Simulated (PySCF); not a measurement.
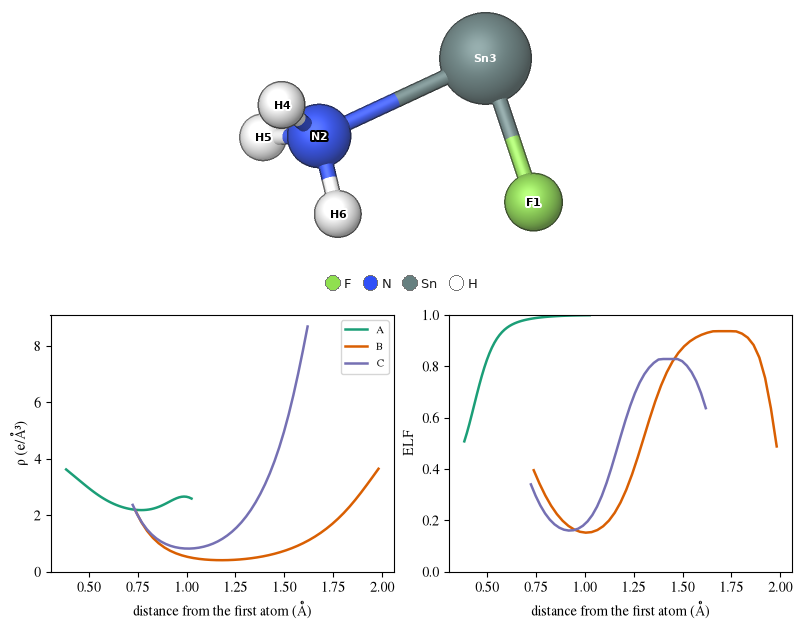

*FH3NSn (SMILES [NH3+][Sn][F]) (charge +1). Electron density and ELF along straight lines between neighbouring atoms. The curves leave out the atomic cores. The structure is drawn too.*

Geometry: PBE0-D4/def2-SVP; core potentials replace the inner electrons of Sn.

These are results of Gaussian-basis quantum chemistry of an isolated molecule with PySCF, energy and nuclear gradient, functional PBE0 (PySCF), not measurements.

```
atom    x (Å)    y (Å)    z (Å)
   F   1.4250   1.4545  -1.3507
   N  -0.5212  -0.2784  -0.2845
  Sn  -0.4462   1.9088  -1.1826
   H  -0.8100  -0.3509   0.6968
   H  -1.0917  -0.9562  -0.8010
   H   0.4531  -0.5997  -0.3379
```

**Which curve belongs to which contact (N–H, Sn–F and Sn–N)? The first atom named is at distance zero.**

Curve A: N–H (1.03 Å): ρ is about 2.9 e/Å³ halfway; the ELF climbs to about 1 towards the hydrogen, as it does in any bond to H: an ordinary covalent bond to hydrogen. Curve B: Sn–N (2.37 Å): ρ at the midpoint is about 0.4 e/Å³; the ELF peaks at about 0.95 in the valence shell of N, 0.7 Å from its nucleus, and drops to about 0.15 between the two atoms. Curve C: Sn–F (1.93 Å): the density is about 0.84 e/Å³ at the midpoint; the ELF peaks at about 0.85 in the valence shell of F, 0.5 Å from its nucleus, and drops to about 0.15 between the two atoms.
